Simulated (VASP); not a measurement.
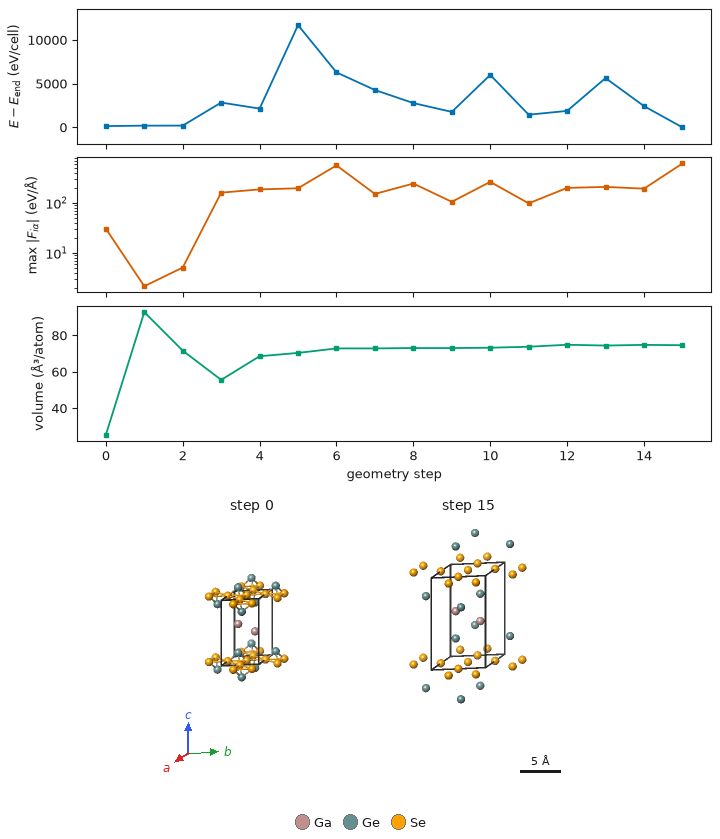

First and last geometry of a relaxation of crystalline Ga₂Ge₂Se₃ (a generated structure, set up in P-3m1), with the history of the run. A ball-and-stick model of the cell of the calculation, seen slightly off an axis.

The run lets cell and atoms move.

These are results of Kohn-Sham DFT of a periodic cell, PBE, VASP PAW PBE potentials, recommended (VASP 6.6.1), not measurements.

Input file:
```
  ALGO = Fast
  EDIFF = 1E-4
  EDIFFG = -0.08
  ENCUT = 520
  GGA = PE
  IBRION = 2
  ISIF = 3
  ISMEAR = 0
  LASPH = T
  LCHARG = F
  LREAL = F
  LWAVE = F
  NELM = 60
  NSW = 24
  PREC = Normal
  SIGMA = 0.15
```

Launched with:
```bash
cat potpaw_PBE.64/Ga_d/POTCAR potpaw_PBE.64/Ge_d/POTCAR potpaw_PBE.64/Se/POTCAR > POTCAR
mpirun -np 1 vasp_std > vasp.out
```

> Did the run converge, and what did it change?

The run was cut off at its time limit before the relaxation converged, so the last structure is only a point on the way. The largest moves relative to the cell, 1.73 Å, are those of Ge atoms. Largest moves by element: Ge 1.73 Å, Ga 0.02 Å. Se stays in place. The drawn cell changes as follows: a = b 4.871 → 7.039 Å (+44.5 %), c 8.666 → 12.175 Å (+40.5 %); the volume changes by +193.4 %. Some distances before and after: Ge–Se 1.879 → 4.035 Å, Se–Se 2.436 → 3.520 Å. Bonds break, among them: Ge–Se (1.88 → 4.03 Å), Se–Se (2.44 → 3.52 Å). The space group stays P-3m1 (No. 164). After 15 geometry steps the energy has fallen by 148.469 eV per cell of the calculation. Largest force component: 31 eV/Å at the start, 610 eV/Å at the end. The pressure goes from 70.45 to 146.47 GPa. At step 5 the optimiser overshot: the energy rose above the start, and later steps came back. The volume changes by over a tenth within one run on a fixed set of plane waves, so the end point should be relaxed again from the new cell. It ran on 1 thread of Intel(R) Xeon(R) Platinum 8488C (Sapphire Rapids), with other jobs on the host.

Limits of the set-up: layers or molecules are held without a dispersion correction, so their spacing is unreliable.
